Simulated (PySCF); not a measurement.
# The bond of NH, level by level, part 2 of 2

PySCF 2.14.0; H pcseg-1, N pcseg-1; no relativity. The steps go on from the part before.

## 13. Correlated methods on the Hartree–Fock reference

Reference: UHF; core orbitals frozen: 1.

The coupled-cluster run at the reference distance, 1.047 Å, printed:

```text
******** <class 'pyscf.cc.uccsd.UCCSD'> ********
CC2 = 0
CCSD nocc = (np.int64(4), np.int64(2)), nmo = (18, 18)
frozen orbitals [[0], [0]]
max_cycle = 80
direct = 0
conv_tol = 1e-07
conv_tol_normt = 1e-05
diis_space = 8
diis_start_cycle = 0
diis_start_energy_diff = 1e+09
max_memory 909 MB (current use 238 MB)
Init t2, MP2 energy = -0.105371987977803
Init E_corr(UCCSD) = -0.105371987979172
cycle = 1  E_corr(UCCSD) = -0.119548589104567  dE = -0.0141766011  norm(t1,t2) = 0.0333736
cycle = 2  E_corr(UCCSD) = -0.12259935277457  dE = -0.00305076367  norm(t1,t2) = 0.0127973
cycle = 3  E_corr(UCCSD) = -0.124292046519456  dE = -0.00169269374  norm(t1,t2) = 0.00626861
cycle = 4  E_corr(UCCSD) = -0.124233228784841  dE = 5.88177346e-05  norm(t1,t2) = 0.00166759
cycle = 5  E_corr(UCCSD) = -0.124256573244338  dE = -2.33444595e-05  norm(t1,t2) = 0.000622744
cycle = 6  E_corr(UCCSD) = -0.124265414259001  dE = -8.84101466e-06  norm(t1,t2) = 0.00024585
cycle = 7  E_corr(UCCSD) = -0.124263218666715  dE = 2.19559229e-06  norm(t1,t2) = 9.59639e-05
cycle = 8  E_corr(UCCSD) = -0.124263634651918  dE = -4.15985203e-07  norm(t1,t2) = 2.972e-05
cycle = 9  E_corr(UCCSD) = -0.124263377236924  dE = 2.57414994e-07  norm(t1,t2) = 6.4484e-06
cycle = 10  E_corr(UCCSD) = -0.12426341541993  dE = -3.8183006e-08  norm(t1,t2) = 1.41886e-06
UCCSD converged
E(UCCSD) = -55.07116801091535  E_corr = -0.1242634154199296
UCCSD(T) correction = -0.00152054857340504
```

Correlation energy (eV) along the bond:

| R (Å) | MP2 | SCS-MP2 | CCSD | CCSD(T) | T1 |
| --- | --- | --- | --- | --- | --- |
| 0.900 | -2.787 | -2.753 | n/a | n/a | n/a |
| 0.942 | -2.811 | -2.779 | -3.300 | -3.337 | 0.006 |
| 0.984 | -2.834 | -2.804 | -3.332 | -3.371 | 0.007 |
| 1.016 | -2.851 | -2.822 | -3.357 | -3.397 | 0.007 |
| 1.047 | -2.867 | -2.840 | -3.381 | -3.423 | 0.008 |
| 1.078 | -2.883 | -2.857 | -3.406 | -3.449 | 0.009 |
| 1.120 | -2.904 | -2.880 | -3.440 | -3.486 | 0.010 |
| 1.173 | -2.927 | -2.904 | -3.483 | -3.532 | 0.012 |
| 1.236 | -2.946 | -2.923 | -3.533 | -3.587 | 0.016 |
| 1.319 | -2.927 | -2.898 | n/a | n/a | n/a |

UHF-MP2: Re = 1.040 Å, ωe = 3391 cm⁻¹, ωexe = 66.6 cm⁻¹, αe = 0.593 cm⁻¹, Be = 16.59 cm⁻¹, De = 3.06 eV.

UHF-SCS-MP2: Re = 1.041 Å, ωe = 3380 cm⁻¹, ωexe = 63.9 cm⁻¹, αe = 0.589 cm⁻¹, Be = 16.56 cm⁻¹, De = 3.17 eV.

UHF-CCSD: Re = 1.046 Å, ωe = 3285 cm⁻¹, ωexe = 81.7 cm⁻¹, αe = 0.650 cm⁻¹, Be = 16.37 cm⁻¹, De = 3.15 eV.

UHF-CCSD(T): Re = 1.048 Å, ωe = 3264 cm⁻¹, ωexe = 83.4 cm⁻¹, αe = 0.660 cm⁻¹, Be = 16.33 cm⁻¹, De = 3.18 eV.

## 14. All curves

Energy (eV) from each level's lowest point:

| R (Å) | UHF | UHF-MP2 | UHF-SCS-MP2 | UHF-CCSD | UHF-CCSD(T) | PBE | PBEsol | r²SCAN | r²SCANh | PBE0 | HSE06 | M06-2X |
| --- | --- | --- | --- | --- | --- | --- | --- | --- | --- | --- | --- | --- |
| 0.900 | 0.451 | 0.526 | 0.532 | n/a | n/a | 0.625 | 0.647 | 0.563 | 0.545 | 0.557 | 0.555 | 0.540 |
| 0.942 | 0.181 | 0.232 | 0.237 | 0.257 | 0.262 | 0.307 | 0.322 | 0.263 | 0.249 | 0.257 | 0.256 | 0.247 |
| 0.984 | 0.040 | 0.068 | 0.070 | 0.083 | 0.086 | 0.114 | 0.123 | 0.088 | 0.080 | 0.084 | 0.083 | 0.079 |
| 1.016 | 0.000 | 0.011 | 0.012 | 0.019 | 0.021 | 0.035 | 0.040 | 0.022 | 0.018 | 0.019 | 0.019 | 0.017 |
| 1.047 | 0.006 | 0.000 | 0.000 | 0.000 | 0.000 | 0.000 | 0.001 | 0.000 | 0.000 | 0.000 | 0.000 | 0.000 |
| 1.078 | 0.048 | 0.027 | 0.025 | 0.018 | 0.016 | 0.002 | 0.000 | 0.015 | 0.019 | 0.018 | 0.018 | 0.018 |
| 1.120 | 0.151 | 0.109 | 0.106 | 0.087 | 0.082 | 0.049 | 0.044 | 0.079 | 0.089 | 0.087 | 0.087 | 0.087 |
| 1.173 | 0.334 | 0.268 | 0.264 | 0.226 | 0.219 | 0.164 | 0.155 | 0.213 | 0.231 | 0.228 | 0.228 | 0.228 |
| 1.236 | 0.605 | 0.521 | 0.516 | 0.448 | 0.435 | 0.358 | 0.346 | 0.430 | 0.456 | 0.455 | 0.455 | 0.453 |
| 1.319 | 1.004 | 0.938 | 0.940 | n/a | n/a | 0.675 | 0.661 | 0.773 | 0.811 | 0.815 | 0.814 | 0.811 |

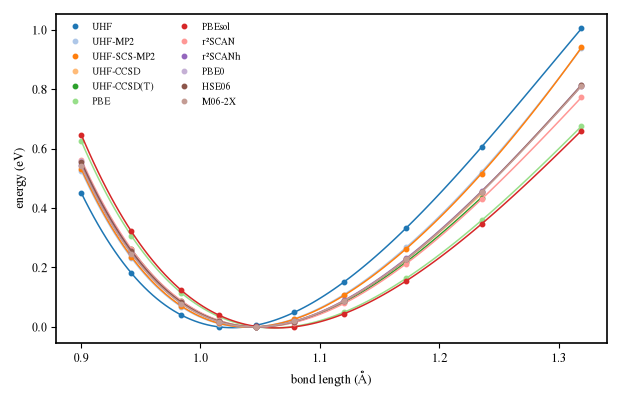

Curves of the followed state at each level, each from its own lowest point. Far from equilibrium a single determinant need not separate into the right atoms, and MP2 on it can jump.

The whole job (state search and all levels along the bond) took 0.39 min on 1 thread of Intel Xeon Platinum 8488C (shared host), peak memory 0.29 GiB.

## 15. Constants by level of theory

The summary covers parts 1 to 2.

Lowest PBE0 solution found, without spin–orbit coupling: ³Σ⁻ (triplet), unpaired electrons π ↑↑. State 2 has its PBE0 minimum 0.63 eV higher, as a spin-mixed determinant (⟨S²⟩ = 1.00), so this is no gap between pure states. The other levels ran on the lowest alone.

| level | Re (Å) | ωe (cm⁻¹) | De (eV) | μ (D) |
| --- | --- | --- | --- | --- |
| UHF | 1.027 | 3517 | 2.15 | -1.76 |
| UHF-MP2 | 1.040 | 3391 | 3.06 | n/a |
| UHF-SCS-MP2 | 1.041 | 3380 | 3.17 | n/a |
| UHF-CCSD | 1.046 | 3285 | 3.15 | n/a |
| UHF-CCSD(T) | 1.048 | 3264 | 3.18 | n/a |
| PBE | 1.061 | 3124 | 3.69 | -1.58 |
| PBEsol | 1.064 | 3113 | 3.77 | -1.61 |
| r²SCAN | 1.049 | 3235 | 3.54 | -1.65 |
| r²SCANh | 1.045 | 3279 | 3.51 | -1.67 |
| PBE0 | 1.047 | 3284 | 3.57 | -1.65 |
| HSE06 | 1.047 | 3281 | 3.56 | -1.65 |
| M06-2X | 1.045 | 3252 | 3.45 | -1.67 |
| measured | 1.03621 | 3282.27 | n/a | n/a |

De is counted to H + N in their ground configurations. A positive dipole means H(−)N(+).

Measured values: Huber and Herzberg, Constants of Diatomic Molecules, 1979.

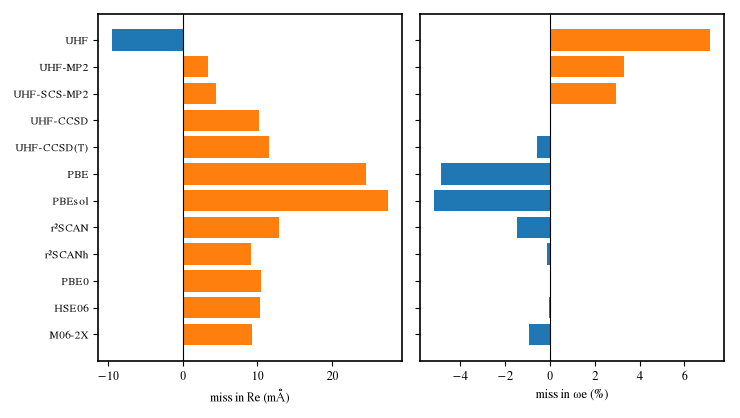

How far each level lies from the measured constants.

Time per point (s) on 1 thread of Intel Xeon Platinum 8488C, shared host (CPU time, shared integrals of 0.0052 s apart; correlated levels include their reference; CCSD comes with the CCSD(T) run); the times are rough: UHF 0.021, UHF-MP2 0.029, UHF-SCS-MP2 0.029, UHF-CCSD(T) 0.17, PBE 0.15, PBEsol 0.11, r²SCAN 0.23, r²SCANh 0.23, PBE0 0.23, HSE06 0.33, M06-2X 0.24.

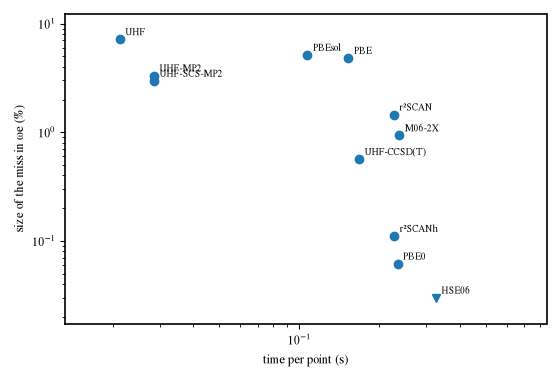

Miss in the wavenumber against time per point. Triangles mark misses under 0.03 %.

**Reading.** Against the measured constants, the bond length is nearest at UHF-MP2 (+3 mÅ) and farthest at PBEsol (+28 mÅ); the wavenumber is nearest at HSE06 (0.0 %) and farthest at UHF (+7.2 %). Hartree–Fock makes the bond too short and too stiff against this reference, as it mostly does. PBE has the long and soft bond that GGAs tend to give. In a basis this small the correlated methods are far from their limit, so the ranking is that of method and basis together. Among the levels with a De in the table, it runs from 2.15 eV (UHF) to 3.77 eV (PBEsol).

Correlated steps freeze 1 core orbital.
